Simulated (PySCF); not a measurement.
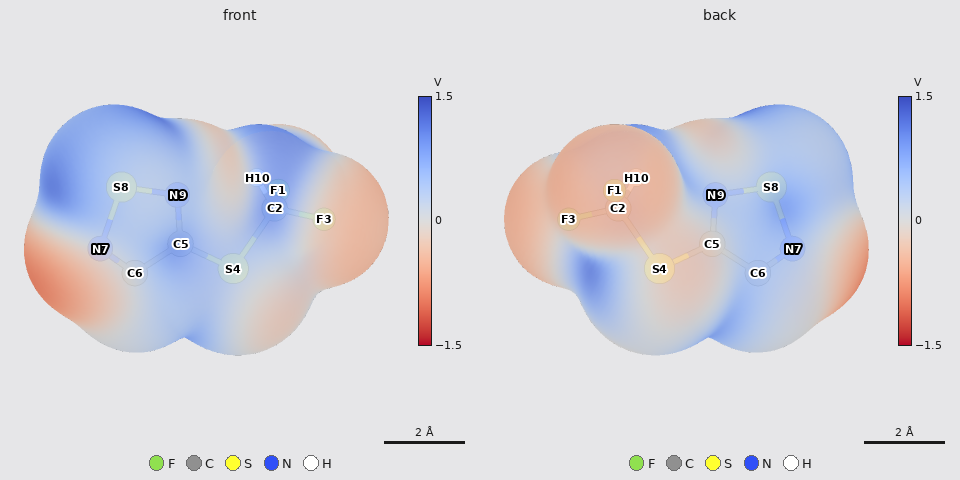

*C3HF2N2S2 (SMILES FC(F)Sc1[c]nsn1) (doublet). The electrostatic potential painted on the density surface at 0.001 e/bohr³, seen from the front and from behind; the colour scale runs from red (negative) to blue (positive).*

Geometry: GFN2-xTB.

Computed with PySCF, UKS B3LYP, pcH-1 on C F H N S, non-relativistic, mean-field spin-orbit, GIAO.

```yaml
atoms:
  - { symbol: F, position_ang: [-2.3754, -0.2224, 1.5319] }
  - { symbol: C, position_ang: [-1.8578, 0.0391, 0.3236] }
  - { symbol: F, position_ang: [-2.8847, 0.1502, -0.5288] }
  - { symbol: S, position_ang: [-0.7432, -1.3247, -0.2051] }
  - { symbol: C, position_ang: [0.7615, -0.4567, -0.2140] }
  - { symbol: C, position_ang: [2.0177, -1.0137, -0.5405] }
  - { symbol: N, position_ang: [3.0121, -0.2310, -0.4972] }
  - { symbol: S, position_ang: [2.4716, 1.2667, -0.0432] }
  - { symbol: N, position_ang: [0.8942, 0.8196, 0.0823] }
  - { symbol: H, position_ang: [-1.2871, 0.9776, 0.3562] }
```

Describe the electrostatic potential map.

The most negative region (about −0.9 V) lies over N7, the most positive (about +1.1 V) over S4 and S8.
